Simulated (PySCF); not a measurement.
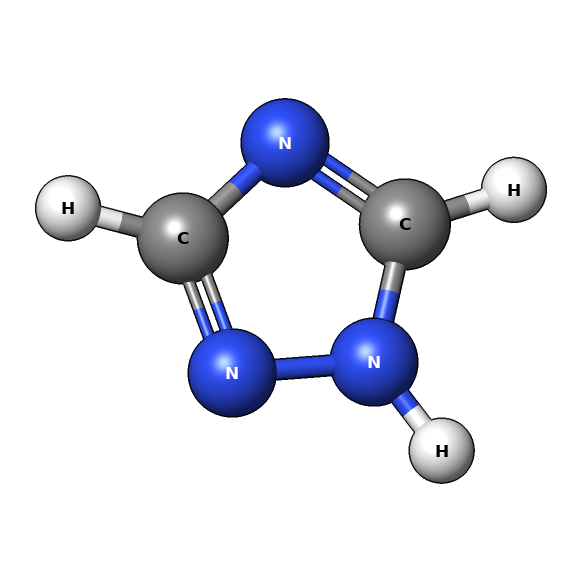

Rendered structure (ball-and-stick style).

The geometry was computed by an optimisation with PBE0-D3(BJ)/def2-SVP. No frequency run is at hand to confirm it as a minimum.

**Which formula does it have?**

C2H3N3, 8 atoms: 2 carbon, 3 hydrogen and 3 nitrogen.

**Write the SMILES.**

c1nc[nH]n1

**Which point group does it belong to?**

Cs.

**Describe its rings.**

Independent rings (smallest set): 1 of 5 members, 1 of them aromatic.

The parts below concern this one geometry. Atoms keep their numbers from picture to picture.

## NMR shielding

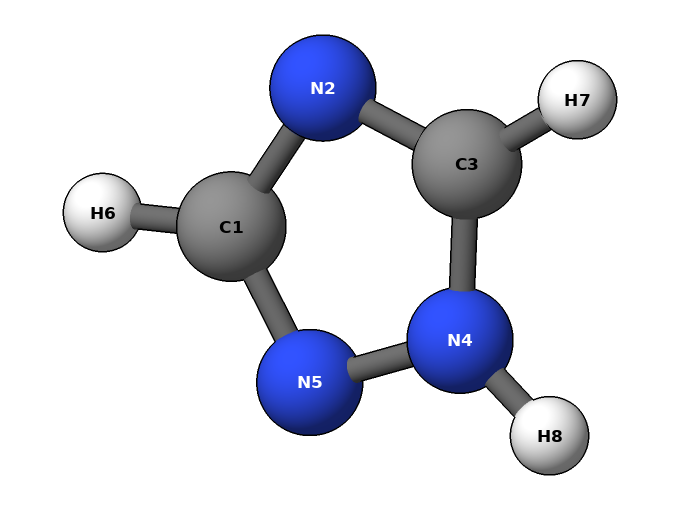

No frequency run is at hand to confirm it as a minimum. Properties computed with GIAO PBE0/pcSseg-1 NMR shielding, non-relativistic, IEF-PCM dimethylsulfoxide (PySCF 2.14.0). Principal shieldings σ11 ≤ σ22 ≤ σ33, span Ω = σ33 − σ11, skew κ = 3(σiso − σ22)/Ω.

Give the shielding tensors of the C atoms.

```
atom    σ11   σ22    σ33  σiso      Ω      κ
  C1  −54.4  32.9  107.7  28.7  162.1  −0.08
  C3  −36.6  23.0  122.1  36.2  158.7   0.25
```

Shieldings and span in ppm.

## Levels of theory compared

No frequency run is at hand to confirm it as a minimum. Program: PySCF 2.14.0.

Compare dipole (D) at these levels: BHandHLYP/aug-pcX-1 (pcseg-1 on H); CAM-B3LYP/def2-SVPD; CAM-B3LYP/def2-SVPD in dichloromethane (IEF-PCM); CAM-B3LYP/def2-SVPD in dimethylsulfoxide (IEF-PCM); PBE0/pcSseg-1 in dichloromethane (IEF-PCM); PBE0/pcSseg-1 in dimethylsulfoxide (IEF-PCM).

```json
{"level": "BHandHLYP/aug-pcX-1 (pcseg-1 on H)", "dipole (D)": "2.90"}
{"level": "CAM-B3LYP/def2-SVPD", "dipole (D)": "2.92"}
{"level": "CAM-B3LYP/def2-SVPD in dichloromethane (IEF-PCM)", "dipole (D)": "3.78"}
{"level": "CAM-B3LYP/def2-SVPD in dimethylsulfoxide (IEF-PCM)", "dipole (D)": "3.94"}
{"level": "PBE0/pcSseg-1 in dichloromethane (IEF-PCM)", "dipole (D)": "3.72"}
{"level": "PBE0/pcSseg-1 in dimethylsulfoxide (IEF-PCM)", "dipole (D)": "3.86"}
```

## Polarisability

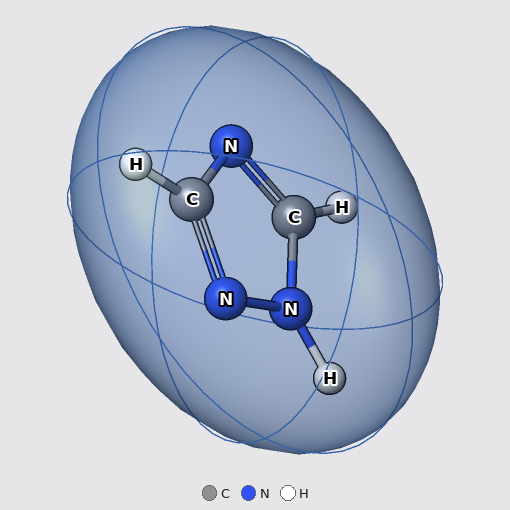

The ellipsoid shows the static dipole polarisability: its half-axes are proportional to the principal values. No frequency run is at hand to confirm it as a minimum. Level of theory: CAM-B3LYP/def2-SVPD (PySCF 2.14.0).

**How large and how anisotropic is the polarisability?**

Principal values 27.3, 45.3, 49.9 bohr³; mean 40.9 bohr³ (6.05 Å³); anisotropy 20.7 bohr³, so the longest axis is 1.83 times the shortest.

## Quadrupole coupling

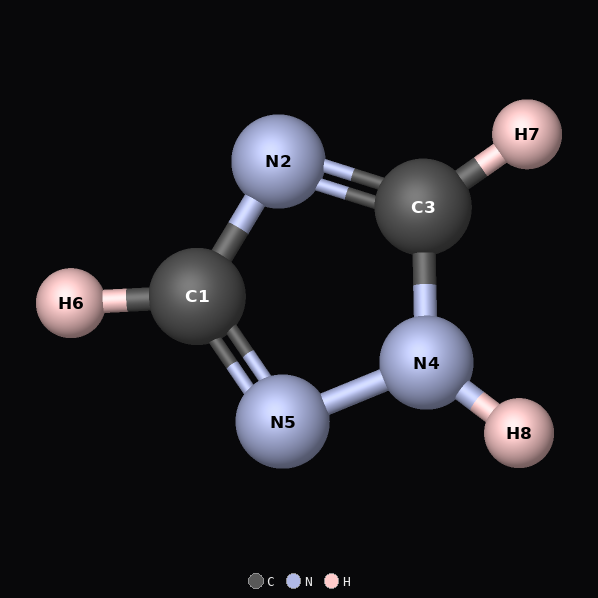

No frequency run is at hand to confirm it as a minimum. Electric field gradients from the ground-state density, PBE0/pcSseg-1 in dichloromethane (IEF-PCM) (PySCF 2.14.0), non-relativistic apart from any core potentials.

Give the largest field-gradient component, the quadrupole coupling constant and the asymmetry for 14N at N2 (Q = 20.44 mb), 14N at N4 (Q = 20.44 mb), 14N at N5 (Q = 20.44 mb).

```json
{"atom": "N2", "V_zz (a.u.)": "−0.886", "e²qQ/h (MHz)": "−4.26", "η": "0.03"}
{"atom": "N4", "V_zz (a.u.)": "−0.610", "e²qQ/h (MHz)": "−2.93", "η": "0.66"}
{"atom": "N5", "V_zz (a.u.)": "−0.998", "e²qQ/h (MHz)": "−4.79", "η": "0.61"}
```
